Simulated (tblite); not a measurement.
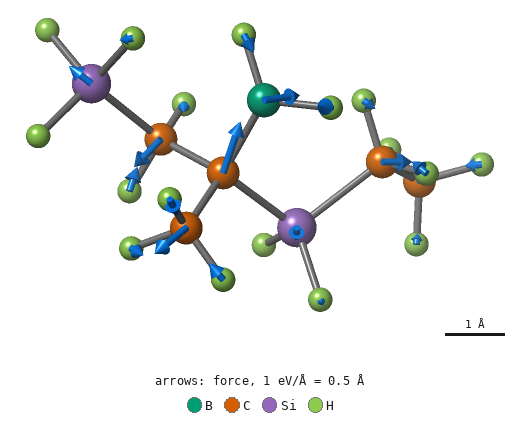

Starting geometry of C5H17BSi2 with the computed forces as blue arrows. The picture is a ball-and-stick view, seen from a free direction.

Level of theory: GFN2-xTB geometry optimisation, gas phase (tblite). 

> Is this structure relaxed? If not, where do the atoms go?

It isn't relaxed: the largest force vector, on a C atom, is 1.90 eV/Å. The final displacements have little in common with the starting forces (cosine between the two patterns 0.24). The atom that moves furthest after the best rigid fit is an H atom (1.48 Å). Largest moves by element: H 1.48 Å, C 0.74 Å, B 0.63 Å, Si 0.20 Å. Some distances before and after: B–Si 3.022 → 3.494 Å, C–Si 1.870 → 1.947 Å, B–C 1.592 → 1.543 Å, C–C 1.490 → 1.528 Å. Bond angles that change, for instance: B–C–C 106.0° → 116.2°, B–C–Si 109.3° → 99.9°, C–C–Si 107.1° → 113.8°. Groups turn about C–Si by about 40°, C–C by about 35°, C–Si by about 30°. The energy falls by 28.9 kcal/mol in 203 geometry steps. Cost: 3.6 s on 1 thread of Arm Neoverse N1, with other jobs on the host.
